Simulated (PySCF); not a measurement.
H2S4.

PySCF calculation, CAM-B3LYP/def2-SVPD, gas phase; geometry: GFN2-xTB. No frequency check shows the geometry to be a minimum. GFN2-xTB bond lengths at metals and heavier atoms can be off by up to 0.1 Å and shapes distorted, which carries into these values.

Cartesian coordinates (Å):

```
S1      -2.1694    0.6100   -0.2503
S2      -0.8471   -0.7134    0.5843
S3       0.8509   -0.7298   -0.5728
S4       2.1054    0.7279    0.1460
H5      -1.7915    1.6974    0.4346
H6       2.7543   -0.0146    1.0499
```

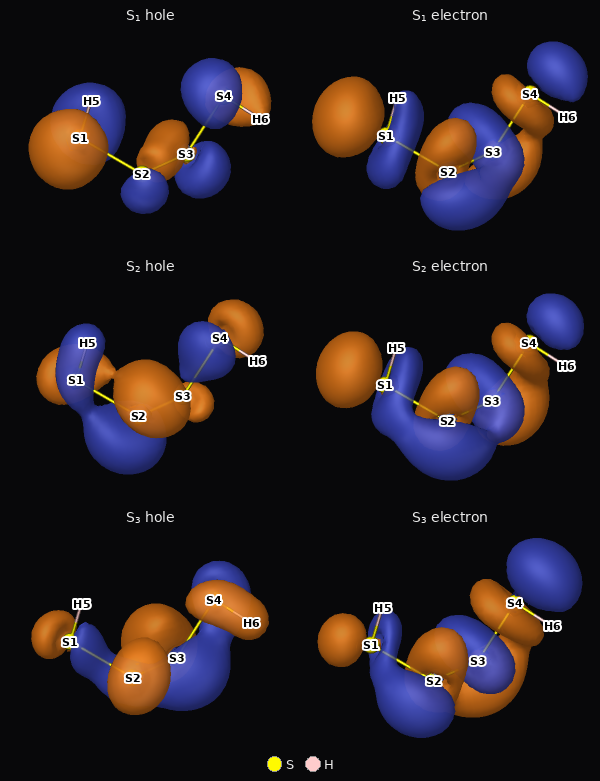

Leading natural transition orbitals (TDA singlet states).

> Describe these excited states.

By state:
- S₁: 4.78 eV (259 nm), f = 0.028; the leading pair carries 84 %; hole on S1 (46 %), S4 (22 %) and S3 (17 %), electron on S2 (30 %), S1 (29 %) and S3 (23 %) (shares are of the whole state, not of the leading pair alone); their centroids lie 0.3 Å apart; S₂ lies within 0.1 eV of it.
- S₂: 4.85 eV (256 nm), f = 0.007; the leading pair carries 67 %; hole on S2 (41 %), S4 (28 %) and S1 (18 %), electron on S2 and S3 (28 % each) and S1 and S4 (21 % each) (shares are of the whole state, not of the leading pair alone); their centroids lie 0.2 Å apart; S₁ and S₃ lie within 0.1 eV of it.
- S₃: 4.92 eV (252 nm), f = 0.005; the leading pair carries 88 %; hole on S3 (44 %), S2 and S4 (22 % each) and S1 (9 %), electron on S3 (34 %), S4 (27 %) and S2 (25 %); their centroids lie 0.2 Å apart; S₂ lies within 0.1 eV of it.

The PySCF run took 110 s on 1 thread of Intel(R) Xeon(R) Platinum 8488C (Sapphire Rapids), on a shared host, peak memory 0.66 GiB.
